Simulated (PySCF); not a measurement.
# Excited-state calculation, with input and output: C$_{4}$H$_{6}$O

- system: C$_{4}$H$_{6}$O
- method: TDDFT wB97X-D/def2-SVPD, vertical, gas phase, core orbitals frozen in the response (PySCF 2.14.0)

The geometry comes from this level: PBE0-D3(BJ)/def2-SVP.

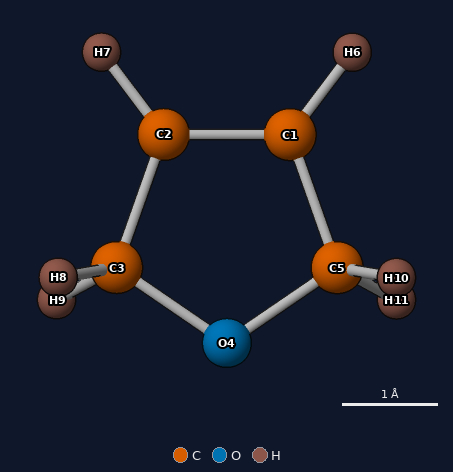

*The structure as given in the input (ball-and-stick view, seen on its broad side; atoms are numbered from 1 in the order of the input).*

Bond lengths as drawn: C–C 1.33 to 1.50 Å, C–H 1.09 to 1.11 Å and C–O 1.41 Å.

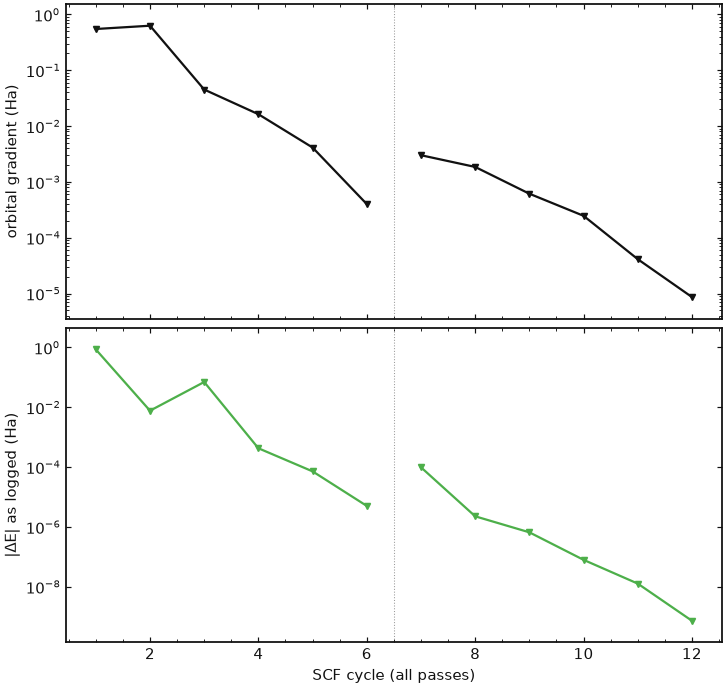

*Convergence of the self-consistent field: orbital gradient and size of the energy change against the SCF cycle. The dotted line marks the change from a coarse to the final integration grid.*

The first 6 cycles use a coarse grid, the final grid takes over at cycle 7, and the field converges after 12 cycles in all.

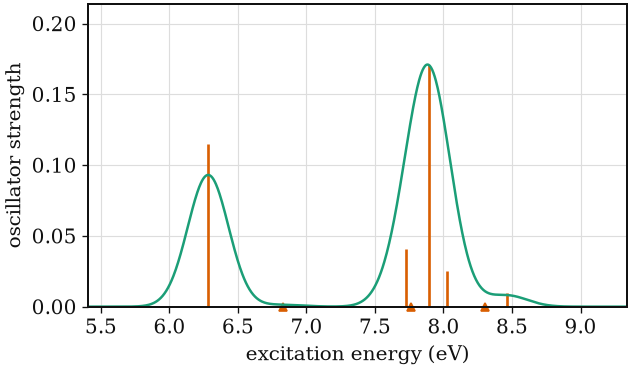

*Computed excitations as sticks (degenerate states added up, dark ones marked on the axis), with a Gaussian envelope of 0.35 eV full width at half maximum, scaled to the tallest.*

Of the 8 states the lowest lies at 6.28 eV (f = 0.115); the strongest line is at 7.89 eV, or 157 nm (f = 0.171).

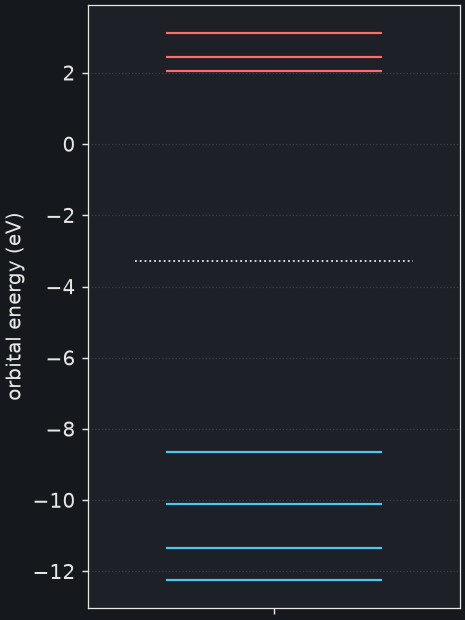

*Orbital energies near the frontier; the dotted line parts filled from empty levels, and levels within 0.02 eV of each other stand side by side.*

Highest filled −8.63 eV, lowest empty 2.06 eV, 10.69 eV apart.

These pictures come from the run below.

The input
```
{"job": {"xc": "wB97X-D", "basis": "def2-SVPD", "nstates": 8, "ntriplets": 0, "kind": "uv"}, "charge": 0, "multiplicity": 1}
C      0.688389     0.877411     0.018071
C     -0.643146     0.910297     0.023984
C     -1.172992    -0.489560    -0.011666
O     -0.032275    -1.317106    -0.046029
C      1.148238    -0.546857    -0.022037
H      1.363384     1.734869     0.039631
H     -1.274717     1.800050     0.051292
H     -1.794380    -0.722344     0.877074
H     -1.809963    -0.672842    -0.900674
H      1.765437    -0.810220     0.861082
H      1.767450    -0.761029    -0.916693
```

The first line tells a small driver script what to run in PySCF; the rest is the geometry in Å.

Run as:
```bash
OMP_NUM_THREADS=1 python <driver script> task.json out
```

Log
```
coarse grid: 9152 points
cycle   1  E = -230.8809722071  dE =  8.541e-01  |g| = 5.487e-01  |ddm| = 4.553e+00
cycle   2  E = -230.8733441519  dE =  7.628e-03  |g| = 6.286e-01  |ddm| = 1.215e+00
cycle   3  E = -230.9428806388  dE = -6.954e-02  |g| = 4.514e-02  |ddm| = 5.592e-01
cycle   4  E = -230.9433035018  dE = -4.229e-04  |g| = 1.632e-02  |ddm| = 1.011e-01
cycle   5  E = -230.9433748353  dE = -7.133e-05  |g| = 4.127e-03  |ddm| = 3.517e-02
cycle   6  E = -230.9433798249  dE = -4.990e-06  |g| = 4.002e-04  |ddm| = 1.125e-02
final grid: 88272 points
cycle   7  E = -230.9843102359  dE = -9.765e-05  |g| = 3.006e-03  |ddm| = 1.542e-01
cycle   8  E = -230.9843124793  dE = -2.243e-06  |g| = 1.853e-03  |ddm| = 1.700e-02
cycle   9  E = -230.9843131322  dE = -6.529e-07  |g| = 6.139e-04  |ddm| = 3.739e-03
cycle  10  E = -230.9843132106  dE = -7.841e-08  |g| = 2.467e-04  |ddm| = 1.249e-03
cycle  11  E = -230.9843132232  dE = -1.259e-08  |g| = 4.124e-05  |ddm| = 2.794e-04
cycle  12  E = -230.9843132239  dE = -7.187e-10  |g| = 8.640e-06  |ddm| = 1.314e-04
converged SCF energy = -230.9843132239

Static polarisability (au): isotropic 49.745, principal 39.405 47.655 62.174

Singlet excitations
state   eV       nm        f      main configurations
  1   6.2827    197.3   0.11461   H->L 0.94
  2   6.8319    181.5   0.00164   H->L+1 0.92
  3   7.7285    160.4   0.04067   H->L+3 0.58, H-1->L+1 0.30
  4   7.7638    159.7   0.00000   H->L+2 0.96
  5   7.8914    157.1   0.17104   H-1->L 0.92
  6   8.0227    154.5   0.02514   H->L+4 0.81, H->L+3 0.09
  7   8.3048    149.3   0.00013   H-2->L 0.95
  8   8.4648    146.5   0.00965   H->L+6 0.95
```

Key numbers

| quantity | value |
| --- | --- |
| outcome | converged |
| total energy | −230.984313 hartree |
| HOMO | −8.64 eV |
| LUMO | 2.06 eV |
| dipole moment | 1.63 D |
| mean polarisability | 49.74 a.u. |
| lowest excitation | 6.28 eV |
| hardware | 1 CPU thread, shared host |
| wall time | 11 s |
| peak memory | 0.72 GiB |
